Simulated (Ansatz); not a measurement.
# SnH3O (SMILES [OH][SnH2]) at 6 levels

Aim: a comparison of 6 runs (UB2PLYP/STO-3G, UCAM-B3LYP/STO-3G, UMP2/STO-3G, UBCCD(T)/STO-3G, UCCSD/STO-3G, FCI/STO-3G) of SnH3O. 

Program for the calculation: Ansatz 0.2.0.

58 further runs of the same task are left out: 7 that didn't finish, 51 set aside as unsound or not needed.

## Step 1: The system as given

SnH3O: 5 atoms, total charge 0, spin state doublet. SMILES: `[OH][SnH2]`. The H5–Sn2 distance was set to 2.153 Å, away from the relaxed value.

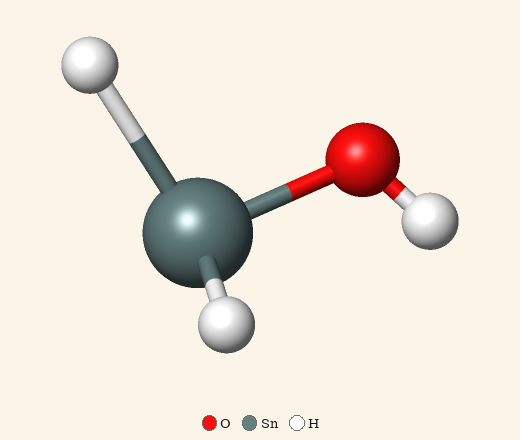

The structure, seen from a chosen angle (oxygen red, tin teal, hydrogen white).

## Step 2: The energy at UB2PLYP/STO-3G (run 1)

File molecule.yaml:

```yaml
crystal:
  periodic: [false, false, false]
  atoms:
    - {symbol: O, position_ang: [0.614456, -1.135773, 0.741758]}
    - {symbol: Sn, position_ang: [0.011556, -0.094073, -0.825642]}
    - {symbol: H, position_ang: [0.275656, -2.034173, 0.753058]}
    - {symbol: H, position_ang: [-1.699744, -0.341573, -0.966042]}
    - {symbol: H, position_ang: [0.476300, 1.920400, -0.224900]}
basis:
  gaussian: {orbitals: STO-3G}
magnetization: {spin_polarized: true, initial_magnetization: 1}
hamiltonian: {xc: {name: B2PLYP}}
correlation: {frozen_orbitals: {H: 0, O: 1, Sn: 18}}
accuracy: high
```

The run is started by

```console
ansatz run molecule.yaml --threads 1 --pin off --max-ram 2610MiB --events-out events.jsonl --progress --plain --runs-dir runs
```

Standard output:

```text
Warning: RAYON_NUM_THREADS=1 ignored (pool sized by the plan → 1); use --threads N
Functional definition: B2PLYP
  name "B2PLYP"
  parameter a = 0.53
  parameter c = 0.27
  exchange = (1 - a)*b88_x + a*exact_x
  correlation = (1 - c)*lyp_c + c*(mp2_os + mp2_ss)
640 factors; integrals over basis functions are off by at most 4.8e-9 eV
mean field evaluation 1: about -164370.6952 eV, gradient 1.4e1 eV
mean field evaluation 2: about -164370.6887 eV, gradient 1.4e1 eV
mean field evaluation 4: about -164372.4848 eV, gradient 1.3e0 eV
mean field evaluation 8: about -164372.5109 eV, gradient 5.9e-2 eV
mean field evaluation 16: about -164372.5110 eV, gradient 4.2e-5 eV
mean field -164372.51103304 eV, -6040.5783647746 hartree, gradient 6.5e-8 eV, S^2 0.758945; 0 other end points of the search recorded, 0 dependent functions left out
19 core orbitals not correlated: weight in the atoms' cores, before any rotation towards them, 1.000 or more for the frozen orbitals, at most 0.000 for the correlated occupied ones
reference -164372.51105106 eV, -6040.5783654366 hartree; 12, 11 occupied and 4, 5 virtual orbitals, 640 factors
second order -2.93212754 eV of doubles, -0.00000000 eV of singles
Total energy: -164373.30272549 eV, -6040.6074589355 hartree
```

It took 3.6 s on 1 thread of Arm Neoverse V2, shared host; peak memory 0.18 GiB.

## Step 3: The energy at UCAM-B3LYP/STO-3G (run 2)

File run.yaml:

```yaml
crystal:
  periodic: [false, false, false]
  atoms:
    - {symbol: O, position_ang: [0.614456, -1.135773, 0.741758]}
    - {symbol: Sn, position_ang: [0.011556, -0.094073, -0.825642]}
    - {symbol: H, position_ang: [0.275656, -2.034173, 0.753058]}
    - {symbol: H, position_ang: [-1.699744, -0.341573, -0.966042]}
    - {symbol: H, position_ang: [0.476300, 1.920400, -0.224900]}
basis:
  gaussian: {orbitals: STO-3G}
magnetization: {spin_polarized: true, initial_magnetization: 1}
hamiltonian: {xc: {name: CAM-B3LYP}}
accuracy: high
```

The run is started by

```console
ansatz run run.yaml --threads 1 --pin off --max-ram 2610MiB --events-out events.jsonl --progress --plain --runs-dir runs
```

Standard output:

```text
Warning: RAYON_NUM_THREADS=1 ignored (pool sized by the plan → 1); use --threads N
Functional definition: CAM-B3LYP
  name "CAM-B3LYP"
  parameter alpha = 0.19
  parameter beta = 0.46
  parameter omega = 0.33/bohr
  parameter ac = 0.81
  exchange = (1 - alpha - beta)*b88_x + beta*b88_x_sr(omega) + alpha*exact_x + beta*exact_x_lr(omega)
  correlation = (1 - ac)*vwn5_c + ac*lyp_c
640 factors; integrals over basis functions are off by at most 4.8e-9 eV
160 factors; integrals over basis functions are off by at most 6.5e-10 eV
mean field evaluation 1: about -164391.3856 eV, gradient 1.4e1 eV
mean field evaluation 2: about -164390.4808 eV, gradient 2.1e1 eV
mean field evaluation 4: about -164393.2660 eV, gradient 4.7e-1 eV
mean field evaluation 8: about -164393.2058 eV, gradient 1.9e-2 eV
mean field evaluation 16: about -164393.2058 eV, gradient 2.6e-5 eV
mean field -164393.20577721 eV, -6041.3388825953 hartree, gradient 2.3e-8 eV, S^2 0.755553; 0 other end points of the search recorded, 0 dependent functions left out
reference -164393.20579082 eV, -6041.3388830956 hartree; 31, 30 occupied and 4, 5 virtual orbitals, 640 factors
Total energy: -164393.20579082 eV, -6041.3388830956 hartree
```

Wall time 3.9 s (1 thread of Arm Neoverse V2, shared host); peak memory 0.18 GiB.

## Step 4: The energy at UMP2/STO-3G (run 3)

Changes to run.yaml since step 3:

```diff
@@ -9,5 +9,10 @@
 basis:
-  gaussian: {orbitals: STO-3G}
-magnetization: {spin_polarized: true, initial_magnetization: 1}
-hamiltonian: {xc: {name: CAM-B3LYP}}
+  gaussian:
+    orbitals: STO-3G
+magnetization:
+  spin_polarized: true
+  initial_magnetization: 1
+correlation:
+  method: mp2
+  frozen_orbitals: {H: 0, O: 1, Sn: 18}
 accuracy: high
```

The run is started by

```console
ansatz run run.yaml --threads 1 --pin off --max-ram 2610MiB --events-out events.jsonl --progress --plain --runs-dir runs
```

Standard output:

```text
Warning: RAYON_NUM_THREADS=1 ignored (pool sized by the plan → 1); use --threads N
Functional definition: HF
  name "HF"
  exchange = exact_x
  correlation = 0
640 factors; integrals over basis functions are off by at most 4.8e-9 eV
mean field evaluation 1: about -164321.4028 eV, gradient 1.5e1 eV
mean field evaluation 2: about -164321.4538 eV, gradient 1.5e1 eV
mean field evaluation 4: about -164323.4346 eV, gradient 1.5e0 eV
mean field evaluation 8: about -164323.4919 eV, gradient 2.9e-3 eV
mean field evaluation 16: about -164321.0282 eV, gradient 9.0e0 eV
mean field -164323.48837956 eV, -6038.7768154879 hartree, gradient 3.7e-8 eV, S^2 0.772969; 2 other end points of the search recorded, 0 dependent functions left out
19 core orbitals not correlated: weight in the atoms' cores, before any rotation towards them, 1.000 or more for the frozen orbitals, at most 0.000 for the correlated occupied ones
reference -164323.48837956 eV, -6038.7768154879 hartree; 12, 11 occupied and 4, 5 virtual orbitals, 640 factors
second order -2.00001860 eV of doubles, -0.00000000 eV of singles
Total energy: -164325.48839816 eV, -6038.8503148157 hartree
```

Wall time 0.78 s (1 thread of Arm Neoverse V2, shared host); peak memory 0.1 GiB.

Runs 4 to 5 aren't shown in full; the table further down has their settings and results.

## Step 5: A single-point energy at FCI/STO-3G (run 6)

File in.yaml:

```yaml
crystal:
  periodic: [false, false, false]
  atoms:
    - {symbol: O, position_ang: [0.614456, -1.135773, 0.741758]}
    - {symbol: Sn, position_ang: [0.011556, -0.094073, -0.825642]}
    - {symbol: H, position_ang: [0.275656, -2.034173, 0.753058]}
    - {symbol: H, position_ang: [-1.699744, -0.341573, -0.966042]}
    - {symbol: H, position_ang: [0.476300, 1.920400, -0.224900]}
basis:
  gaussian:
    orbitals: STO-3G
magnetization:
  spin_polarized: true
  initial_magnetization: 1
correlation:
  method: fci
  frozen_orbitals: {H: 0, O: 1, Sn: 18}
accuracy: high
```

The run is started by

```console
ansatz run in.yaml --threads 1 --pin off --max-ram 2610MiB --events-out events.jsonl --progress --plain --runs-dir runs
```

Standard output:

```text
Warning: RAYON_NUM_THREADS=1 ignored (pool sized by the plan → 1); use --threads N
Functional definition: HF
  name "HF"
  exchange = exact_x
  correlation = 0
640 factors; integrals over basis functions are off by at most 4.8e-9 eV
mean field evaluation 1: about -164321.4028 eV, gradient 1.5e1 eV
mean field evaluation 2: about -164321.4538 eV, gradient 1.5e1 eV
mean field evaluation 4: about -164323.4346 eV, gradient 1.5e0 eV
mean field evaluation 8: about -164323.4919 eV, gradient 2.9e-3 eV
mean field evaluation 16: about -164321.0282 eV, gradient 9.0e0 eV
mean field -164323.48837956 eV, -6038.7768154879 hartree, gradient 3.7e-8 eV, S^2 0.772969; 2 other end points of the search recorded, 0 dependent functions left out
19 core orbitals not correlated: weight in the atoms' cores, before any rotation towards them, 1.000 or more for the frozen orbitals, at most 0.000 for the correlated occupied ones
reference -164323.44716569 eV, -6038.7753009062 hartree; 12, 11 occupied and 4, 5 virtual orbitals, 640 factors
state -164326.48908137 eV, -6038.8870892455 hartree
Total energy: -164326.48908137 eV, -6038.8870892455 hartree
```

It took 63 s on 1 thread of Arm Neoverse V2, shared host; peak memory 0.93 GiB.

## Step 6: All runs side by side

```tsv
run	level	frozen core orbitals	energy (Eh)	⟨S²⟩	wall time
1	UB2PLYP/STO-3G	19	-6040.607459	0.759	3.6 s
2	UCAM-B3LYP/STO-3G	–	-6041.338883	0.756	3.9 s
3	UMP2/STO-3G	19	-6038.850315	0.773	0.78 s
4	UBCCD(T)/STO-3G	19	-6038.886080	0.773	1.3 s
5	UCCSD/STO-3G	19	-6038.883570	0.773	1 s
6	FCI/STO-3G	19	-6038.887089	–	63 s
```

## Step 7: Summary of results

| quantity | value |
| --- | --- |
| run 6: total energy | -6038.88709 Eh |
| run 6: correlation energy (19 core orbitals frozen) | -111.8 mEh |

**Reading.** Against full CI in this basis: UMP2 +36.8 mEh; UBCCD(T) +1.0 mEh; UCCSD +3.5 mEh. Totals of different functionals can't be ranked against each other. In runs 1, 2, 3, 4, 5, 6 the basis is minimal, so the values are rough. In runs 1, 2, 3, 4, 5, 6 relativity is left out where basis or elements ask for it. All runs together took 74 s, the longest 63 s.
